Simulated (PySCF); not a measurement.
# C5H11Al (SMILES C[C@H]1C[CH2][AlH][CH2]1): what the fields show

```yaml
atoms:
  - { symbol: C, position_ang: [-2.0425, -0.2551, -0.4227] }
  - { symbol: C, position_ang: [-0.5304, -0.1258, -0.5423] }
  - { symbol: C, position_ang: [0.0059, 1.0823, 0.2508] }
  - { symbol: C, position_ang: [1.5371, 1.1996, 0.1480] }
  - { symbol: Al, position_ang: [2.0413, -0.7023, 0.1543] }
  - { symbol: C, position_ang: [0.2264, -1.4046, -0.1212] }
  - { symbol: H, position_ang: [-2.5582, 0.6603, -0.7566] }
  - { symbol: H, position_ang: [-2.4211, -1.0960, -1.0238] }
  - { symbol: H, position_ang: [-2.3325, -0.4389, 0.6256] }
  - { symbol: H, position_ang: [-0.2922, 0.0664, -1.6079] }
  - { symbol: H, position_ang: [-0.2828, 0.9439, 1.3107] }
  - { symbol: H, position_ang: [-0.5084, 2.0015, -0.0817] }
  - { symbol: H, position_ang: [1.8205, 1.6438, -0.8266] }
  - { symbol: H, position_ang: [1.9689, 1.8627, 0.9138] }
  - { symbol: H, position_ang: [3.4494, -1.4295, 0.3176] }
  - { symbol: H, position_ang: [-0.1724, -1.7589, 0.8521] }
  - { symbol: H, position_ang: [0.0756, -2.2377, -0.8260] }
```

Geometry: PBE0-D3(BJ)/def2-SVP.

The calculation used PySCF 2.14.0, PBE0/pcSseg-1, SCF density, gas phase, non-relativistic.

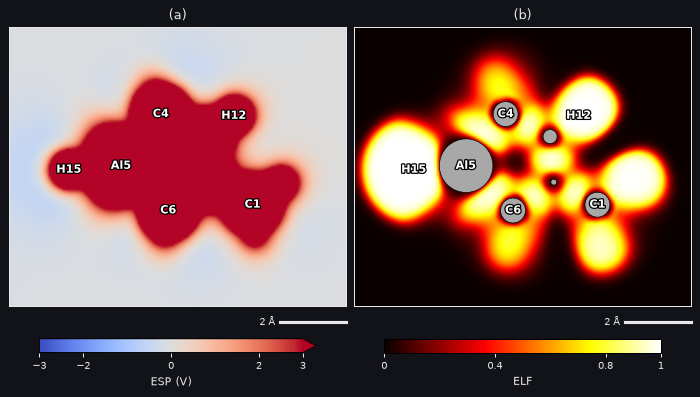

Figure 1. (a) molecular electrostatic potential; (b) electron localisation function on the plane of atoms C4, Al5 and H15. Grey discs cover the atomic cores in the ELF map.

### Interpret the plot.

The plane passes through C, Al and H nuclei.
C–Al (1.97 Å): the ELF peaks at about 0.95 between the atoms: a polar covalent bond.
Al–H (1.59 Å): the ELF climbs to about 1 towards the hydrogen.
Outside the dense part of the molecule the potential is most negative (−0.5 V) near H15.

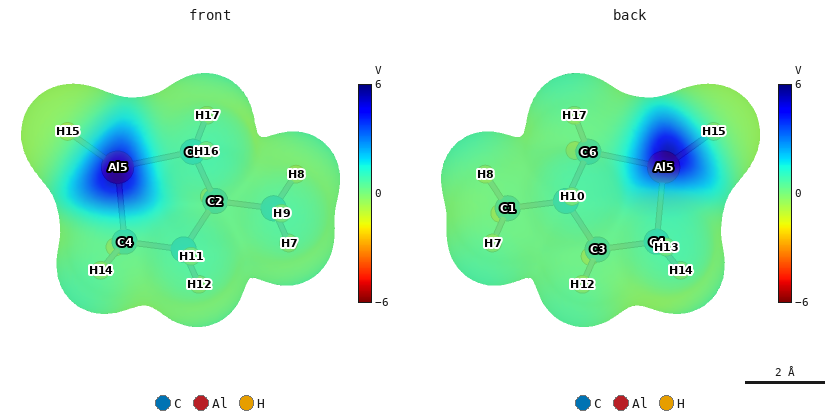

Figure 2. The electrostatic potential painted on the density surface at 0.004 e/bohr³, seen from the front and from behind; the colour scale runs from red (negative) to blue (positive).

### Where is the surface potential most negative and most positive?

The most negative region (about −0.4 V) lies over H15, the most positive (about +5.1 V) over Al5.
